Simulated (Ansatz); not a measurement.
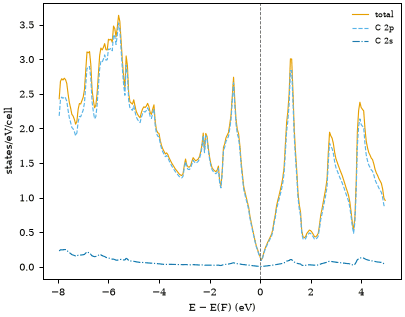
Figure: Total and projected density of states of C in space group Imma (No. 74; C on 8g, C on 8h), DFT-PBEsol in the program Ansatz with PAW potentials

Question: Which orbitals carry the states next to the Fermi level?

Answer: Within 0.5 eV of the Fermi level: C 2p 95 %. Projections are on Löwdin-orthogonalised atomic valence shells; empty p or d shells of many metals are not among them.

Question: Where is the tallest occupied peak in this window, and what makes it?

Answer: Near -5.6 eV, about 3.6 states/eV per cell; the largest projected share is C 2p.

The start of the workflow was typed in or built on a structure type; neither database checked (COD, Materials Project) lists it. It is not the phase usual at ambient conditions (space group No. 194, 227). The PBEsol relaxation kept the symmetry of its start; its stability against distortions is not shown here.

Potentials: the later of the program's two PAW sets.
